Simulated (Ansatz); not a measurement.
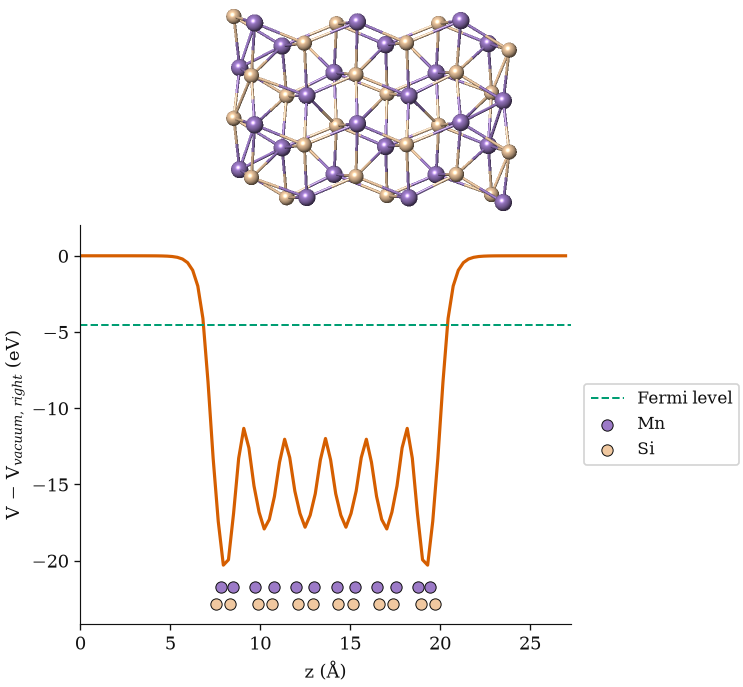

Plane-averaged electrostatic potential energy of an electron across the slab; circles at the bottom mark the heights of the atoms (positions after relaxation). The structure is drawn too.

Calculation on a (100) slab cut from MnSi (P2_13), ended by MnSi planes, 24 atoms in the cell; a = 4.50 Å, b = 4.50 Å, c = 27.26 Å, α = 90.00°, β = 90.00°, γ = 90.00°.

Ansatz; DFT PBE, scalar-relativistic, plane waves, PAW, no spin polarisation, 8×8×1 k mesh, 420 eV cutoff, Gaussian smearing of 0.1 eV.

What is the work function?

The work function is 4.54 eV, the same on both faces. The two vacuum levels agree, so the slab has no net dipole along its normal.

How thick are slab and vacuum?

The outermost atoms are 12.2 Å apart, which leaves 15.1 Å of vacuum in a cell 27.3 Å high.

The run has no spin polarisation, so a magnetic state may lie lower.
